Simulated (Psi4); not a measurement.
# InF (SMILES [F][In]): levels of theory compared

We compute a comparison of 4 runs (B2PLYP/def2-TZVPP, BLYP/def2-TZVPP, PBE0/def2-TZVPP, wB97X/def2-TZVPP) of InF. 

The results are computed with Psi4 1.11.

### Step 1. The molecule

The species is InF (2 atoms), meant as a singlet with charge 0. SMILES: `[F][In]`. The F1–In2 distance was set to 2.592 Å, away from the relaxed value.

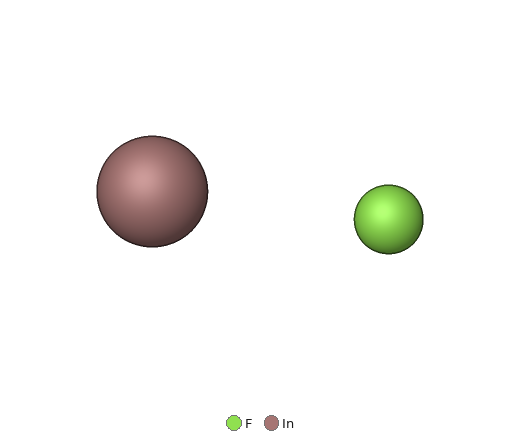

Viewed from a chosen angle; fluorine green, indium brown.

### Step 2. The energy at B2PLYP/def2-TZVPP (core potential, density fitting for correlation) (run 1)

File input.json:

```json
{
  "schema_name": "qcschema_input",
  "schema_version": 1,
  "molecule": {
    "schema_name": "qcschema_molecule",
    "schema_version": 2,
    "symbols": ["F", "In"],
    "geometry": [0.0, 0.0, -1.10023634, 0.0, 0.0, 3.79755583],
    "molecular_charge": 0,
    "molecular_multiplicity": 1,
    "fix_symmetry": "c1"
  },
  "driver": "energy",
  "model": {
    "method": "b2plyp",
    "basis": "def2-TZVPP"
  },
  "keywords": {
    "puream": true,
    "e_convergence": 1e-09,
    "d_convergence": 1e-08,
    "scf_type": "pk",
    "dft_radial_points": 99,
    "dft_spherical_points": 590,
    "num_frozen_docc": 5
  }
}
```

Run with:

```
$ psi4 --qcschema input.json -n 1 --memory 1600MB
```

stdout:

```text
[...]
    !!!  WARNING: ECP capability is in beta. Please check occupations closely.  !!!
[...]
  Running in c1 symmetry.
[...]
  Nuclear repulsion =   38.588815825560033
[...]
  Multiplicity = 1
[...]
  Nalpha       = 15
  Nbeta        = 15
[...]
    Number of basis functions: 81
[...]
   @RKS iter   1:  -289.42701430589477   -1.19873e+00   8.56765e-03 ADIIS/DIIS
[...]
   @RKS iter  12:  -289.60840960403152   -1.19371e-12   1.60146e-09 DIIS
[...]
    Orbital Energies [Eh]
    ---------------------
    Doubly Occupied:
       1A    -25.166747     2A     -5.010840     3A     -3.351654
       4A     -3.351654     5A     -3.346097     6A     -1.118371
       7A     -0.913601     8A     -0.913601     9A     -0.907928
      10A     -0.907928    11A     -0.905748    12A     -0.407943
      13A     -0.327663    14A     -0.327663    15A     -0.315480
[...]
  @RKS Final Energy:  -289.60840960403152
   => Energetics <=
    Nuclear Repulsion Energy =             38.5888158255600331
    One-Electron Energy =                -552.5707831070960765
    Two-Electron Energy =                 237.4362484063894101
    DFT Exchange-Correlation Energy =     -13.0626907288848564
    Empirical Dispersion Energy =           0.0000000000000000
    VV10 Nonlocal Energy =                  0.0000000000000000
    Total Energy =                       -289.6084096040315217
[...]
 Multipole Moments:
 ------------------------------------------------------------------------------------
     Multipole            Electronic (a.u.)      Nuclear  (a.u.)        Total (a.u.)
 ------------------------------------------------------------------------------------
 L = 1.  Multiply by 2.5417464519 to convert [e a0] to [Debye]
 Dipole X            :          0.0000000            0.0000000            0.0000000
 Dipole Y            :         -0.0000000            0.0000000           -0.0000000
 Dipole Z            :         26.1620743          -23.2327857            2.9292886
 Magnitude           :                                                    2.9292886
[...]
```

The result, in JSON:

```text
{
 "driver": "energy",
 "model": {
  "method": "b2plyp",
  "basis": "def2-TZVPP"
 },
 "success": true,
 "return_result": -289.7796559643552,
 "properties": {
  "calcinfo_nbasis": 81,
  "calcinfo_nmo": 81,
  "calcinfo_nalpha": 15,
  "calcinfo_nbeta": 15,
  "calcinfo_natom": 2,
  "nuclear_repulsion_energy": 38.58881582556003,
  "return_energy": -289.7796559643552,
  "scf_one_electron_energy": -552.5707831070961,
  "scf_two_electron_energy": 237.4362484063894,
  "scf_xc_energy": -13.062690728884856,
  "scf_dipole_moment": [1.2213571605431468e-10, -1.5111829972960586e-08, 2.9292885813701623],
  "scf_total_energy": -289.6084096040315,
  "scf_iterations": 12
 }
}
```

Run time: 7.5 s. Hardware: 1 thread of Intel Xeon Platinum 8259CL at 2.50GHz (Skylake/Cascade Lake), shared host; peak memory 0.51 GiB.

### Step 3. Energy and gradient at BLYP/def2-TZVPP (core potential) (run 2)

File calc.in:

```
memory 1600 mb

molecule geom {
  0 1
  F
  In 1 2.5918
  symmetry c1
}

set {
  reference            rks
  puream               true
  e_convergence        1e-09
  d_convergence        1e-08
  scf_type             pk
  dft_radial_points    99
  dft_spherical_points 590
}

E, wfn = gradient('blyp/def2-TZVPP', return_wfn=True)
print_variables()
```

Run with:

```
$ psi4 -n 1 calc.in calc.out
```

calc.out:

```text
[...]
    !!!  WARNING: ECP capability is in beta. Please check occupations closely.  !!!
[...]
  Running in c1 symmetry.
[...]
  Nuclear repulsion =   38.588815810104940
[...]
  Multiplicity = 1
[...]
  Nalpha       = 15
  Nbeta        = 15
[...]
    Number of basis functions: 81
[...]
   @RKS iter   1:  -289.77196948644678   -8.73657e-01   1.01165e-02 DIIS/ADIIS
[...]
   @RKS iter  13:  -290.01497075935958   -1.03967e-10   6.22611e-09 DIIS
[...]
    Orbital Energies [Eh]
    ---------------------
    Doubly Occupied:
       1A    -24.129094     2A     -4.513174     3A     -2.953018
       4A     -2.953018     5A     -2.947114     6A     -0.878441
       7A     -0.714943     8A     -0.714943     9A     -0.709121
      10A     -0.709121    11A     -0.706658    12A     -0.332540
      13A     -0.217165    14A     -0.204912    15A     -0.204912
[...]
  @RKS Final Energy:  -290.01497075935958
   => Energetics <=
    Nuclear Repulsion Energy =             38.5888158101049399
    One-Electron Energy =                -552.2399216696326221
    Two-Electron Energy =                 250.7248473648895697
    DFT Exchange-Correlation Energy =     -27.0887122647214689
    Empirical Dispersion Energy =           0.0000000000000000
    VV10 Nonlocal Energy =                  0.0000000000000000
    Total Energy =                       -290.0149707593595849
[...]
 Multipole Moments:
 ------------------------------------------------------------------------------------
     Multipole            Electronic (a.u.)      Nuclear  (a.u.)        Total (a.u.)
 ------------------------------------------------------------------------------------
 L = 1.  Multiply by 2.5417464519 to convert [e a0] to [Debye]
 Dipole X            :          0.0000000            0.0000000            0.0000000
 Dipole Y            :          0.0000000            0.0000000            0.0000000
 Dipole Z            :         25.7622370          -23.2327857            2.5294512
 Magnitude           :                                                    2.5294512
[...]
  -Total Gradient:
     Atom            X                  Y                   Z
    ------   -----------------  -----------------  -----------------
       1       -0.000000000031    -0.000000000038    -0.046483752508
       2        0.000000000031     0.000000000038     0.046498734665
[...]
```

It took 12 s on 1 thread of Intel Xeon Platinum 8259CL at 2.50GHz (Skylake/Cascade Lake), shared host; peak memory 0.51 GiB.

Run 3 isn't shown in full; the table further down has it.

### Step 4. A single-point energy at wB97X/def2-TZVPP (core potential) (run 4)

File fin.inp:

```
memory 1600 MB

molecule molecule1 {
  0 1
  F      0.000000     0.000000    -0.582220
  In     0.000000     0.000000     2.009580
  symmetry c1
  no_reorient
  no_com
}

set globals {
  basis                def2-TZVPP
  reference            rks
  puream               true
  e_convergence        1e-09
  d_convergence        1e-08
  scf_type             pk
  dft_radial_points    99
  dft_spherical_points 590
}

result, w = energy('wb97x', return_wfn=True)
oeprop(w, 'DIPOLE', 'WIBERG_LOWDIN_INDICES', 'MAYER_INDICES')
print_variables()
```

Run with:

```
$ psi4 -n 1 fin.inp fin.out
```

fin.out:

```text
[...]
    !!!  WARNING: ECP capability is in beta. Please check occupations closely.  !!!
[...]
  Running in c1 symmetry.
[...]
  Nuclear repulsion =   38.588815810104940
[...]
  Multiplicity = 1
[...]
  Nalpha       = 15
  Nbeta        = 15
[...]
    Number of basis functions: 81
[...]
   @RKS iter   1:  -289.86061076553108   -1.28437e+00   8.89264e-03 DIIS/ADIIS
[...]
   @RKS iter  12:  -290.05313841854655   -5.97424e-11   7.10839e-09 DIIS
[...]
    Orbital Energies [Eh]
    ---------------------
    Doubly Occupied:
       1A    -24.558389     2A     -4.815724     3A     -3.225630
       4A     -3.225630     5A     -3.219562     6A     -1.087504
       7A     -0.913332     8A     -0.913332     9A     -0.907491
      10A     -0.907491    11A     -0.905110    12A     -0.464379
      13A     -0.357690    14A     -0.357690    15A     -0.352837
[...]
  @RKS Final Energy:  -290.05313841854655
   => Energetics <=
    Nuclear Repulsion Energy =             38.5888158101049399
    One-Electron Energy =                -552.4573897701859551
    Two-Electron Energy =                 242.8993430842081125
    DFT Exchange-Correlation Energy =     -19.0839075426736606
    Empirical Dispersion Energy =           0.0000000000000000
    VV10 Nonlocal Energy =                  0.0000000000000000
    Total Energy =                       -290.0531384185465527
[...]
 Multipole Moments:
 ------------------------------------------------------------------------------------
     Multipole            Electronic (a.u.)      Nuclear  (a.u.)        Total (a.u.)
 ------------------------------------------------------------------------------------
 L = 1.  Multiply by 2.5417464519 to convert [e a0] to [Debye]
 Dipole X            :         -0.0000001            0.0000000           -0.0000001
 Dipole Y            :         -0.0000000            0.0000000           -0.0000000
 Dipole Z            :        -67.0199962           69.8465453            2.8265491
 Magnitude           :                                                    2.8265491
[...]
```

Wall time 11 s (1 thread of Intel Xeon Platinum 8259CL at 2.50GHz (Skylake/Cascade Lake), shared host); peak memory 0.55 GiB.

### Step 5. All runs side by side

| run | level | task | fitting correlation | frozen core orbitals | energy (Eh) | HOMO energy (eV) | LUMO energy (eV) | HOMO–LUMO gap (eV) | wall time |
| --- | --- | --- | --- | --- | --- | --- | --- | --- | --- |
| 1 | B2PLYP/def2-TZVPP (core potential, density fitting for correlation) | energy | density fitting | 5 | -289.779656 | -8.58 | -1.55 | 7.03 | 7.5 s |
| 2 | BLYP/def2-TZVPP (core potential) | gradient | – | 0 | -290.014971 | -5.58 | -2.94 | 2.63 | 12 s |
| 3 | PBE0/def2-TZVPP (core potential) | gradient | – | 0 | -289.942307 | -7.21 | -2.33 | 4.88 | 13 s |
| 4 | wB97X/def2-TZVPP (core potential) | energy | – | 0 | -290.053138 | -9.60 | -0.66 | 8.94 | 11 s |

### Step 6. Summary of results

```
            quantity          value
 run 4: total energy  -290.05314 Eh
run 4: dipole moment         7.18 D
  run 4: HOMO energy       -9.60 eV
  run 4: LUMO energy       -0.66 eV
run 4: HOMO–LUMO gap        8.94 eV
```

Over runs 2, 3, 4 the dipole moment (its size) runs from 6.43 D (BLYP/def2-TZVPP) to 7.18 D (wB97X/def2-TZVPP). The HOMO–LUMO gap runs from 2.63 eV (BLYP/def2-TZVPP) to 8.94 eV (wB97X/def2-TZVPP). Totals of different functionals can't be ranked against each other. All runs together took 44 s, the longest 13 s.
